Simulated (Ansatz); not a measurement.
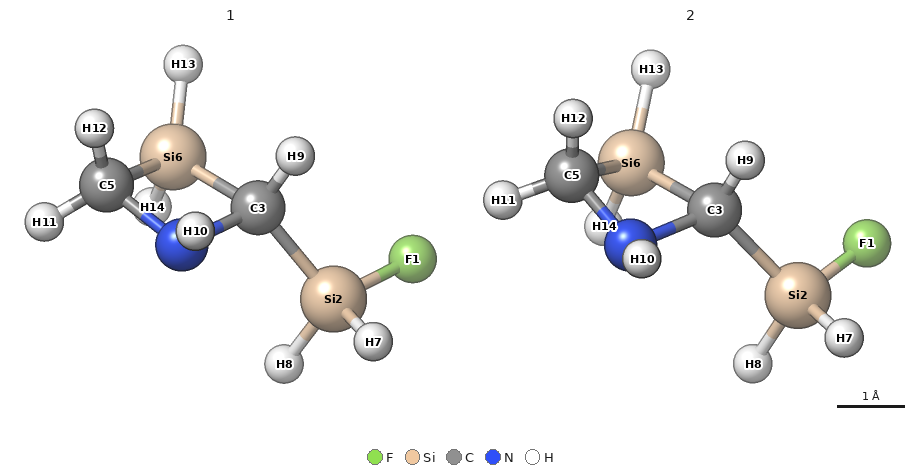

Two geometries of C2H8FNSi2, drawn at one scale. One is the start of a relaxation, the other its converged end. Style: ball-and-stick. Shown from a free direction.

Computed with RKS PBE0-D4/STO-3G (Ansatz). Set-up: no spin polarisation; force threshold 0.02 eV/Å; at most 40 steps.

Question: Which geometry has the lower energy?

Answer: Structure 1 is the relaxed one. The run prepares the start of a later molecular dynamics calculation, from a guessed geometry. After 8 geometry steps the energy has fallen by 24.2 kcal/mol. Largest force component: 5.3 eV/Å at the start, 0.0082 eV/Å at the end. The atom that moves furthest after the best rigid fit is an H atom (0.47 Å). By element the largest moves are H 0.47 Å, F 0.27 Å, C 0.18 Å, N 0.17 Å, Si 0.12 Å. Among the contacts that change: C–N 1.434 → 1.531 Å, F–Si 1.553 → 1.647 Å, H–Si 1.510 → 1.445 Å, H–N 0.999 → 1.057 Å. Among the angles between lasting bonds that change: C–N–H 121.0° → 108.9°, Si–C–N 118.1° → 110.6°, H–Si–H 116.2° → 109.8°. The run took roughly 40 core-seconds on a shared host.

Limits of the set-up: STO-3G is a minimal basis, so the numbers are rough.
